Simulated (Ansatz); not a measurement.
# CsSnBr3 under a change: Sn on a Br site (antisite), symmetric start

The parent structure is a 20-atom supercell of CsSnBr$_{3}$ in the cubic perovskite structure (space group Pm-3m, No. 221; a = 5.764 Å) at its relaxed geometry.

Modification: one Br atom is replaced by Sn, atoms relaxed at fixed cell.

Calculations: DFT with PBEsol, PAW potentials and a 420 eV plane-wave cutoff in Ansatz (an electronic-structure program), spin-orbit coupling left out. Γ-centred 3×3×3 mesh, Fermi–Dirac width 0.01 eV.

The pressure goes from zero to 0.2 GPa and the gap of the supercell changes from 0.22 eV to zero (uncertain: the Fermi level lies in a band; the base alone). The total moment of the cell amounts to 1.9 μB and the mean distance from the defect site to its nearest host atoms rises by 0.02 Å (2.88 Å → 2.90 Å).

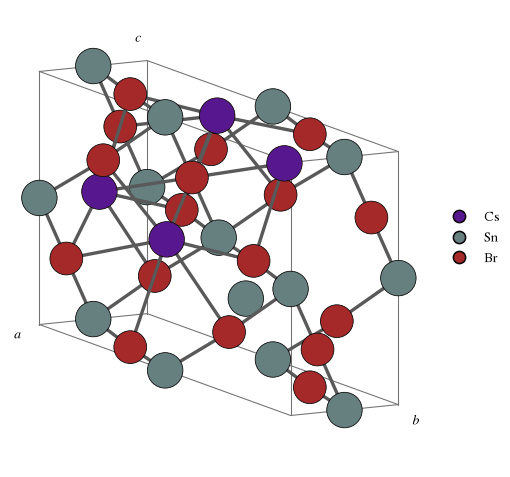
Figure. The relaxed cell after the change

The magnetic state is the one reached from the starting moments; the real material's order can differ, and small cells can't hold many antiferromagnetic ones. The cell is small, so the values are those of an ordered compound at a high defect concentration; dilute-limit values will differ. A case with no gap was solved on a k-mesh chosen for an insulator, which is coarse for it. The defect started on the symmetric site and kept its symmetry, so it may sit on a saddle. Many cubic perovskites are stable only at high temperature; tilts and polar distortions were not tested. The defect cell is spin-polarised and ends with 1.9 μB. The zero or small gap of CsSnBr3 can change with the level of theory.
